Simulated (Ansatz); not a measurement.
# Preparing KPO3 (Pnma) as a host crystal

Before any defect goes in: KPO3 (Pnma) at rest, and how it screens a charge.

Main program and level: Ansatz 0.2.0; plane-wave PAW DFT, PBEsol; relaxation of the host's cell and atoms, in the first sound run; inputs show where later runs differ.

**1. Set-up**

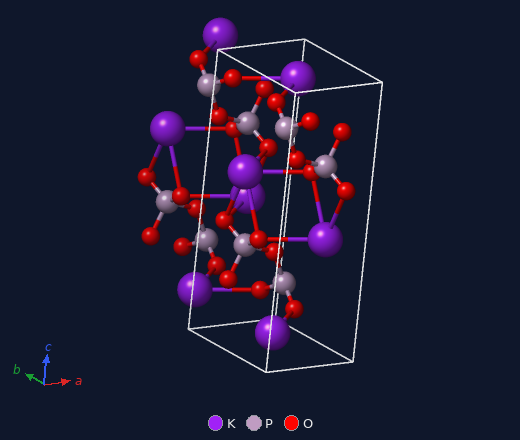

Start, viewed slightly off an axis; potassium purple, phosphorus pink, oxygen red. 1×2×1 cells are drawn.

**2. Host cell relaxation**

Lattice and positions are set free, within the symmetry that the program keeps.

Input file cell/input.yaml:

```yaml
crystal:
  lattice:
    - [4.4452682, 0.0, 0.0]
    - [0.0, 5.8167502, 0.0]
    - [0.0, 0.0, 12.4258608]
  atoms:
    - { symbol: K, position: [0.23203988, 0.75, 0.59251665] }
    - { symbol: K, position: [0.73203988, 0.75, 0.90748335] }
    - { symbol: K, position: [0.76796012, 0.25, 0.40748335] }
    - { symbol: K, position: [0.26796012, 0.25, 0.09251665] }
    - { symbol: P, position: [0.68052471, 0.25, 0.6724618] }
    - { symbol: P, position: [0.18052471, 0.25, 0.8275382] }
    - { symbol: P, position: [0.31947529, 0.75, 0.3275382] }
    - { symbol: P, position: [0.81947529, 0.75, 0.1724618] }
    - { symbol: O, position: [0.33377649, 0.25, 0.71011884] }
    - { symbol: O, position: [0.83377649, 0.25, 0.78988116] }
    - { symbol: O, position: [0.66622351, 0.75, 0.28988116] }
    - { symbol: O, position: [0.16622351, 0.75, 0.21011884] }
    - { symbol: O, position: [0.26012539, 0.52972684, 0.38389981] }
    - { symbol: O, position: [0.76012539, 0.97027316, 0.11610019] }
    - { symbol: O, position: [0.73987461, 0.02972684, 0.61610019] }
    - { symbol: O, position: [0.23987461, 0.47027316, 0.88389981] }
    - { symbol: O, position: [0.76012539, 0.52972684, 0.11610019] }
    - { symbol: O, position: [0.26012539, 0.97027316, 0.38389981] }
    - { symbol: O, position: [0.23987461, 0.02972684, 0.88389981] }
    - { symbol: O, position: [0.73987461, 0.47027316, 0.61610019] }
basis:
  ecutwfc: 420
  xc_grid: 2
hamiltonian:
  xc: pbesol
kpoints:
  mp_grid: { grid: [6, 5, 3] }
scf:
  occupations: { method: fixed }
  max_iter: 100
relax:
  f_tol: 0.005
  max_steps: 60
  cell: {}
output:
  forces: true
  stress: true
checkpoint:
  write: "../cell.run"
  compress: false
  write_wavefunctions: false
  write_every: 100000
```

Run with:

```
ansatz run input.yaml --threads 2 --pin off --max-ram 3768MiB --backend cpu --events-out ev --progress --plain --runs-dir out
```

Numbers of over 12 decimals in the logs are rounded to 6 here.

Output:

```text
[... repeated set-up lines and file paths are left out, and long positions are rounded to six places ...]
Engine: ansatz 0.2.0, aarch64-unknown-linux-gnu
Pseudopotentials: kind: paw
Pseudopotential: K, paw, valence charge 9, recommended cutoff 420 eV (normal), K.paw.azcp
Pseudopotential: P, paw, valence charge 5, recommended cutoff 420 eV (normal), P.paw.azcp
Pseudopotential: O, paw, valence charge 6, recommended cutoff 420 eV (normal), O.paw.azcp
Functional definition: PBEsol
  exchange = pbesol_x
  correlation = pbesol_c
Crystal: 20 atoms, lattice volume = 321.296 Å³
Basis set: ecut = 420 eV, 6281 PW (Γ), exchange–correlation on 60×80×180 points (8 copies of the dense FFT grid, shifted against one another)
Bands: 84, of which v1, the nominal top of the filled ones, is band 64 counted from 1 (63 counted from 0)
Symmetry: 8 space group operations
Space group: Pnma (ITA 62), of the structure as read, at distance tolerance 6.8e-5 Å
k-points: 24 of 90
Non-local potential: K, projectors of the file, l = 0: 3, l = 1: 2, l = 2: 2
Non-local potential: P, projectors of the file, l = 0: 2, l = 1: 2, l = 2: 2
Non-local potential: O, projectors of the file, l = 0: 2, l = 1: 2, l = 2: 1
PAW form: soft (Blöchl's): semilocal exchange-correlation on the pseudo side does not see the compensation charge
PAW frozen core: K, regenerated for the run's functional, and the local potential with it (the file was generated under x = pbe(κ = 0.804, μ = 0.219515), c = pbe(β = 0.066725))
PAW frozen core: P, regenerated for the run's functional, and the local potential with it (the file was generated under x = pbe(κ = 0.804, μ = 0.219515), c = pbe(β = 0.066725))
PAW frozen core: O, regenerated for the run's functional, and the local potential with it (the file was generated under x = pbe(κ = 0.804, μ = 0.219515), c = pbe(β = 0.066725))
PAW one-centre angular grid: K, 110 points (default); XC on 64 Gauss nodes
PAW one-centre angular grid: P, 110 points (default); XC on 64 Gauss nodes
PAW one-centre angular grid: O, 110 points (default); XC on 64 Gauss nodes
Initial density: superposition of atomic densities (neutral atoms: chi_scale 0, normalization atom), corrected by the library's trained network
Initial wavefunctions: pseudopotential atomic-orbital guess
Functional: x = pbesol(κ = 0.804, μ = 0.123457), c = pbesol(β = 0.046)
SCF iter   1: F=—  HF=-15770.031358 eV  |F-HF|=—  |Δ(HF+E_count)|=         —  Δρ=8.99e-3  dr2=1.87e-1  ethr=1.77e-3  ⟨swp⟩=6.0  Hψ=7751  notcnv=0  defer=423
preconditioner: auto → Resta (q_TF=auto, 2.340 Å⁻¹)  ε∞=2.9  [insulator: Δε(μ)=4.933 eV  Ē_g=16.443 eV  n_scr=74 (ndim 8)  ℏωp=22.7 eV  f_vac=0.169  ε∞_Penn≈2.9]
SCF iter   2: F=—  HF=-15769.980449 eV  |F-HF|=—  |Δ(HF+E_count)|=   5.09e-2  Δρ=1.73e-3  dr2=6.00e-3  ethr=1.46e-4  ⟨swp⟩=3.0  Hψ=3570  notcnv=0  defer=431
SCF iter   3: F=—  HF=-15769.980841 eV  |F-HF|=—  |Δ(HF+E_count)|=   3.92e-4  Δρ=7.66e-4  dr2=1.19e-3  ethr=4.68e-6  ⟨swp⟩=3.0  Hψ=3027  notcnv=0  defer=288
automatic band count: iteration 3 solves 78 bands in place of 84: the levels show a gap, and the empty bands left out lie too high to hold charge; the band table lists the bands solved (type scf.n_extra_bands for more)
SCF iter   4: F=—  HF=-15769.981514 eV  |F-HF|=—  |Δ(HF+E_count)|=   6.72e-4  Δρ=3.79e-4  dr2=3.25e-4  ethr=9.26e-7  ⟨swp⟩=2.5  Hψ=2999  notcnv=0  defer=288
SCF iter   5: F=—  HF=-15769.981609 eV  |F-HF|=—  |Δ(HF+E_count)|=   9.55e-5  Δρ=7.94e-5  dr2=1.43e-5  ethr=2.54e-7  ⟨swp⟩=2.0  Hψ=2785  notcnv=0  defer=284
SCF iter   6: F=—  HF=-15769.981280 eV  |F-HF|=—  |Δ(HF+E_count)|=   3.29e-4  Δρ=1.58e-5  dr2=9.66e-7  ethr=1.12e-8  ⟨swp⟩=2.0  Hψ=3208  notcnv=0  defer=282
SCF iter   7: F=-15769.981282 eV  HF=-15769.981282 eV  |F-HF|=1.01e-7  |Δ(HF+E_count)|=   1.68e-6  Δρ=3.43e-6  dr2=6.50e-8  ethr=7.81e-11  ⟨swp⟩=5.0  Hψ=7214  notcnv=0
SCF 1 converged in 7 iterations: F = -15769.981282 eV  dr2 = 6.50e-8
  greatest PAW one-centre occupation: 0.986 electrons in one spin orbital (limit 2), on the K atom at site 3 (counted from 0), in its partial waves of l = 0
relax step   1: F+E_penalty+E_count = -15769.98128186 eV  Δ(F+E_penalty+E_count) = +0.000e0 eV  max|allowed force component| = 6.007e-1 eV/Å  Δτ_max = 0.0000 Å  P = +2.367 GPa  Ω = 321.296 Å³  (7 SCF iters, dr2 threshold 1.00e-7 eV, accepted)
[... the SCF cycles and remarks between the steps are left out from here to the last step ...]
relax step   2: F+E_penalty+E_count = -15770.01041284 eV  Δ(F+E_penalty+E_count) = -2.913e-2 eV  max|allowed force component| = 3.033e-1 eV/Å  Δτ_max = 0.0847 Å  P = +1.245 GPa  Ω = 324.374 Å³  energy of the carried Pulay correction = -9.156e-3 eV  (7 SCF iters, dr2 threshold 2.00e-6 eV, accepted)
relax step   3: F+E_penalty+E_count = -15770.03068852 eV  Δ(F+E_penalty+E_count) = -2.028e-2 eV  max|allowed force component| = 1.016e-1 eV/Å  Δτ_max = 0.0323 Å  P = +0.141 GPa  Ω = 325.178 Å³  energy of the carried Pulay correction = -1.153e-2 eV  (6 SCF iters, dr2 threshold 2.00e-6 eV, accepted)
relax step   4: F+E_penalty+E_count = -15770.03755498 eV  Δ(F+E_penalty+E_count) = -6.866e-3 eV  max|allowed force component| = 7.830e-2 eV/Å  Δτ_max = 0.0090 Å  P = +0.161 GPa  Ω = 323.897 Å³  energy of the carried Pulay correction = -7.743e-3 eV  (6 SCF iters, dr2 threshold 6.45e-7 eV, accepted)
relax step   5: F+E_penalty+E_count = -15770.03787678 eV  Δ(F+E_penalty+E_count) = -3.218e-4 eV  max|allowed force component| = 4.502e-2 eV/Å  Δτ_max = 0.0072 Å  P = -0.032 GPa  Ω = 324.328 Å³  energy of the carried Pulay correction = -9.021e-3 eV  (6 SCF iters, dr2 threshold 3.83e-7 eV, accepted)
relax step   6: F+E_penalty+E_count = -15770.03871979 eV  Δ(F+E_penalty+E_count) = -8.430e-4 eV  max|allowed force component| = 2.560e-2 eV/Å  Δτ_max = 0.0014 Å  P = -0.011 GPa  Ω = 324.113 Å³  energy of the carried Pulay correction = -8.383e-3 eV  (5 SCF iters, dr2 threshold 1.27e-7 eV, accepted)
relax step   7: F+E_penalty+E_count = -15770.03867471 eV  Δ(F+E_penalty+E_count) = +4.508e-5 eV  max|allowed force component| = 2.471e-3 eV/Å  Δτ_max = 0.0017 Å  P = +0.001 GPa  Ω = 324.158 Å³  energy of the carried Pulay correction = -8.518e-3 eV  (5 SCF iters, dr2 threshold 4.10e-8 eV, accepted)
relax step   8: F+E_penalty+E_count = -15770.04813849 eV  Δ(F+E_penalty+E_count) = -9.464e-3 eV  max|allowed force component| = 2.314e-3 eV/Å  Δτ_max = 0.0000 Å  P = +0.054 GPa  Ω = 324.158 Å³  stress off target by 8.68e-2 GPa  SCF on the basis re-selected at this cell (its energy is not comparable with the rows above)  (6 SCF iters)
relax step   9: F+E_penalty+E_count = -15770.04624077 eV  Δ(F+E_penalty+E_count) = +1.898e-3 eV  max|allowed force component| = 7.691e-3 eV/Å  Δτ_max = 0.0036 Å  P = -0.008 GPa  Ω = 324.850 Å³  energy of the carried Pulay correction = -2.067e-3 eV  (7 SCF iters, dr2 threshold 1.88e-8 eV, accepted)
relax step  10: F+E_penalty+E_count = -15770.04588219 eV  Δ(F+E_penalty+E_count) = +3.586e-4 eV  max|allowed force component| = 6.795e-3 eV/Å  Δτ_max = 0.0017 Å  P = +0.013 GPa  Ω = 324.974 Å³  energy of the carried Pulay correction = -2.436e-3 eV  (7 SCF iters, dr2 threshold 3.70e-9 eV, accepted)
relax step  11: F+E_penalty+E_count = -15770.04600534 eV  Δ(F+E_penalty+E_count) = -1.231e-4 eV  max|allowed force component| = 9.983e-4 eV/Å  Δτ_max = 0.0006 Å  P = -0.003 GPa  Ω = 324.936 Å³  energy of the carried Pulay correction = -2.322e-3 eV  (5 SCF iters, dr2 threshold 2.89e-9 eV, accepted)
iter 1 solved again at ethr=5.62e-8 eV; its pass at ethr=3.10e-3 eV (dr2=7.19e-5 eV) is discarded
SCF iter   1: F=—  HF=-15770.048484 eV  |F-HF|=—  |Δ(HF+E_count)|=         —  Δρ=4.86e-5  dr2=3.23e-7  ethr=5.62e-8  ⟨swp⟩=4.8  Hψ=13774  notcnv=0  defer=432
SCF iter   2: F=—  HF=-15770.048293 eV  |F-HF|=—  |Δ(HF+E_count)|=   1.92e-4  Δρ=2.43e-5  dr2=8.97e-8  ethr=2.53e-10  ⟨swp⟩=3.0  Hψ=3676  notcnv=0  defer=432
SCF iter   3: F=—  HF=-15770.048357 eV  |F-HF|=—  |Δ(HF+E_count)|=   6.42e-5  Δρ=7.31e-6  dr2=1.32e-8  ethr=7.01e-11  ⟨swp⟩=2.0  Hψ=2851  notcnv=0  defer=432
SCF iter   4: F=—  HF=-15770.048363 eV  |F-HF|=—  |Δ(HF+E_count)|=   5.79e-6  Δρ=5.26e-7  dr2=5.04e-10  ethr=1.03e-11  ⟨swp⟩=2.0  Hψ=3027  notcnv=0  defer=432
SCF iter   5: F=-15770.048363 eV  HF=-15770.048363 eV  |F-HF|=2.67e-10  |Δ(HF+E_count)|=   2.96e-9  Δρ=1.59e-7  dr2=6.38e-11  ethr=1.00e-12  ⟨swp⟩=5.0  Hψ=6883  notcnv=0
SCF 12 converged in 5 iterations: F = -15770.048363 eV  dr2 = 6.38e-11
relax step  12: F+E_penalty+E_count = -15770.04836281 eV  Δ(F+E_penalty+E_count) = -2.357e-3 eV  max|allowed force component| = 9.626e-4 eV/Å  Δτ_max = 0.0000 Å  P = +0.003 GPa  Ω = 324.936 Å³  stress off target by 1.35e-2 GPa  SCF on the basis re-selected at this cell (its energy is not comparable with the rows above)  (5 SCF iters)
basis re-selected at this cell: Δ(F+E_penalty+E_count) = -2.357e-3 eV, ΔP = +0.006 GPa vs the last step (what re-selecting the basis moved, of the pressure what is left beyond the Pulay correction that the steps carried, after the strain that the cell walked [...]
SCF converged after 5 iterations
Free energy (F): -15770.048363 eV
Harris-Foulkes:  -15770.048363 eV  (|F-HF|=2.67e-10)
Internal energy: -15770.048363 eV  (E = F + TS)
E sigma→0 (E₀):  -15770.048363 eV
Fermi energy:    2.441079 eV
--- Per-component energies (eV) ---
  E_band       = -837.057518
  E_kinetic    = 3454.742283
  E_local      = -8674.161217  (includes V_loc(G=0)·N_el)
  E_nonlocal   = 757.342925
  E_hartree    = 3121.029801
  E_xc         = -1664.781890
  E_vxc        = -2035.144820  (∫ρ·V_xc dr)
  E_paw        = -7095.967619  (= ΣΔE_a)
  E_vpaw       = -581.926216  (= ΣTr[D̂ρ^β])
  E_aug_tail   = 0.029760  (compensation charges beyond the density's cutoff)
  E_ewald      = -5669.321785
  E_core_change = 1.039380  (= ΣΔE_core)
  E_smearing   = -0.000000  (= −TS)
  E_closure    = -0.000000  (closes the sum)
  Σ components = -15770.048363   (vs F -15770.048363, Δ=0.00e0)
--- Forces (eV/Å), atoms counted from 1 ---
  atom   1  K      0.00001552     0.00000000    -0.00025959
  atom   2  K      0.00001552     0.00000000     0.00025959
  atom   3  K     -0.00001552     0.00000000     0.00025959
  atom   4  K     -0.00001552     0.00000000    -0.00025959
  atom   5  P     -0.00088475     0.00000000     0.00071256
  atom   6  P     -0.00088475     0.00000000    -0.00071256
  atom   7  P      0.00088475     0.00000000    -0.00071256
  atom   8  P      0.00088475     0.00000000     0.00071256
  atom   9  O      0.00062279     0.00000000    -0.00026423
  atom  10  O      0.00062279     0.00000000     0.00026423
  atom  11  O     -0.00062279     0.00000000     0.00026423
  atom  12  O     -0.00062279     0.00000000    -0.00026423
  atom  13  O     -0.00012476     0.00096256     0.00038479
  atom  14  O     -0.00012476    -0.00096256    -0.00038479
  atom  15  O      0.00012476     0.00096256    -0.00038479
  atom  16  O      0.00012476    -0.00096256     0.00038479
  atom  17  O     -0.00012476     0.00096256    -0.00038479
  atom  18  O     -0.00012476    -0.00096256     0.00038479
  atom  19  O      0.00012476     0.00096256     0.00038479
  atom  20  O      0.00012476    -0.00096256    -0.00038479
  max |Σ_I F_I| component: 1.73e-18 eV/Å
--- Stress (GPa, compression-positive) ---
       -0.001220       0.000000       0.000000
        0.000000      -0.002796       0.000000
        0.000000       0.000000       0.013517
  P = ⅓ Tr σ = 0.0032 GPa (0.032 kbar)
--- Relaxed structure (10 steps of the walk, 10 accepted, 2 SCFs on fresh bases) ---
  F+E_penalty+E_count = -15770.04836281 eV   max|allowed force component| = 9.626e-4 eV/Å   (the final SCF, on the basis selected at the relaxed cell)
  cell:  # Å, volume = 324.9359 Å³
    - [4.444127, 0.0, 0.0]
    - [0.0, 5.831932, 0.0]
    - [0.0, 0.0, 12.537149]
  atoms:
    - { symbol: K, position: [0.225255, 0.750000, 0.589504] }
    - { symbol: K, position: [0.725255, 0.750000, 0.910496] }
    - { symbol: K, position: [0.774745, 0.250000, 0.410496] }
    - { symbol: K, position: [0.274745, 0.250000, 0.089504] }
    - { symbol: P, position: [0.674625, 0.250000, 0.672508] }
    - { symbol: P, position: [0.174625, 0.250000, 0.827492] }
    - { symbol: P, position: [0.325375, 0.750000, 0.327492] }
    - { symbol: P, position: [0.825375, 0.750000, 0.172508] }
    - { symbol: O, position: [0.323633, 0.250000, 0.709252] }
    - { symbol: O, position: [0.823633, 0.250000, 0.790748] }
    - { symbol: O, position: [0.676367, 0.750000, 0.290748] }
    - { symbol: O, position: [0.176367, 0.750000, 0.209252] }
    - { symbol: O, position: [0.265869, 0.528851, 0.384138] }
    - { symbol: O, position: [0.765869, 0.971149, 0.115862] }
    - { symbol: O, position: [0.734131, 0.028851, 0.615862] }
    - { symbol: O, position: [0.234131, 0.471149, 0.884138] }
    - { symbol: O, position: [0.765869, 0.528851, 0.115862] }
    - { symbol: O, position: [0.265869, 0.971149, 0.384138] }
    - { symbol: O, position: [0.234131, 0.028851, 0.884138] }
    - { symbol: O, position: [0.734131, 0.471149, 0.615862] }
```

Run time: 3 min. Hardware: 2 threads of Arm Neoverse V2, shared host; peak memory 0.89 GiB.

Step by step:

```tsv
step	energy less that of the first step (eV)	largest force component (eV/Å)	pressure (GPa)	volume (Å³)
1	0.0000	0.6007	2.37	321.30
2	-0.0291	0.3033	1.24	324.37
3	-0.0494	0.1016	0.14	325.18
4	-0.0563	0.0783	0.16	323.90
5	-0.0566	0.0450	-0.03	324.33
6	-0.0574	0.0256	-0.01	324.11
7	-0.0574	0.0025	0.00	324.16
8	-0.0669	0.0023	0.05	324.16
9	-0.0650	0.0077	-0.01	324.85
10	-0.0646	0.0068	0.01	324.97
11	-0.0647	0.0010	0.00	324.94
12*	-0.0671	0.0010	0.00	324.94
```

Relaxation steps marked * repeat the geometry before them on a plane-wave basis chosen anew for their cell, so energy and pressure can jump there. The log counts 2 steps on a newly chosen plane-wave basis, not all of them marked here; energy and pressure can jump at such steps.

Forces are held to the 8 operations that the run works with; a distortion that breaks them can't arise in this run.

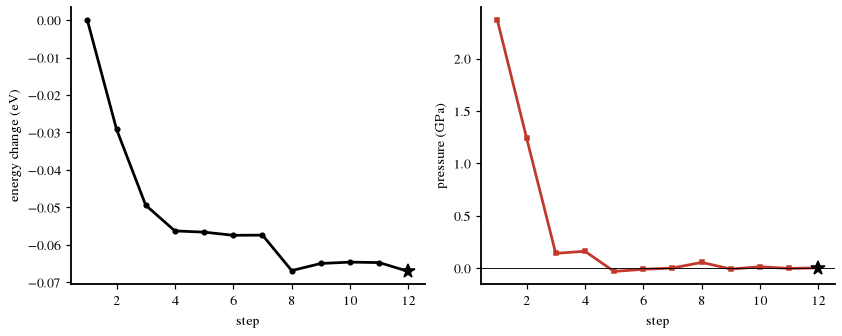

Energy and pressure along the relaxation. Stars mark steps on a basis chosen anew.

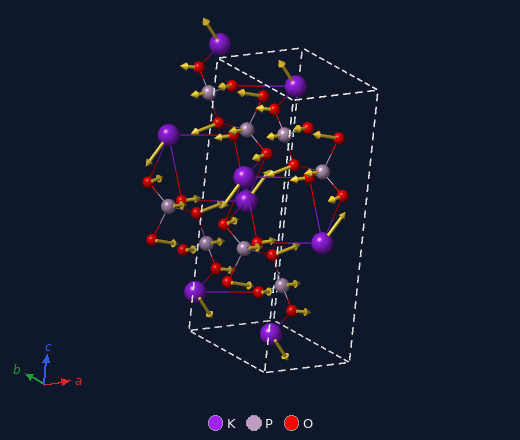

Displacements in the relaxation, exaggerated, measured against the changing cell; the longest in the cell stands for 0.05 Å. 1×2×1 cells are drawn.

```tsv
conventional cell, symmetrised	before	after	change
a (Å)	4.445	4.444	-0.0 %
b (Å)	5.817	5.832	+0.3 %
c (Å)	12.426	12.537	+0.9 %
volume (Å³/atom)	16.06	16.25	+1.1 %
```

The atoms that moved most (Å, as changes of fractional coordinates times the final cell):

```tsv
atom	dx	dy	dz	length
K3	0.030	0.000	0.038	0.048
K1	-0.030	0.000	-0.038	0.048
K4	0.030	0.000	-0.038	0.048
K2	-0.030	0.000	0.038	0.048
O9	-0.045	0.000	-0.011	0.046
O10	-0.045	0.000	0.011	0.046
O12	0.045	0.000	-0.011	0.046
O11	0.045	0.000	0.011	0.046
```

This step gave:

```
pressure : 0.003167 GPa
```

The relaxation ends with a largest force component of 9.6e-4 eV/Å and a pressure of 0.00 GPa.

(Continued in part 2 of 2.)

[Logs are printed without paths, hosts, clocks, repeated set-up lines and the standing remarks that a program may print on its own settings, such as how far it seeks lower states.]

[Hosts, paths, dates, database ids (printed as entryN), source tags and the programs' standing remarks are cut or masked in the printed files.]

[Runs of the host that timed out are not shown.]

[For some hosts the program warned that the k-mesh of the response run may be too coarse for force constants and the static dielectric constant; such warnings are not always shown.]
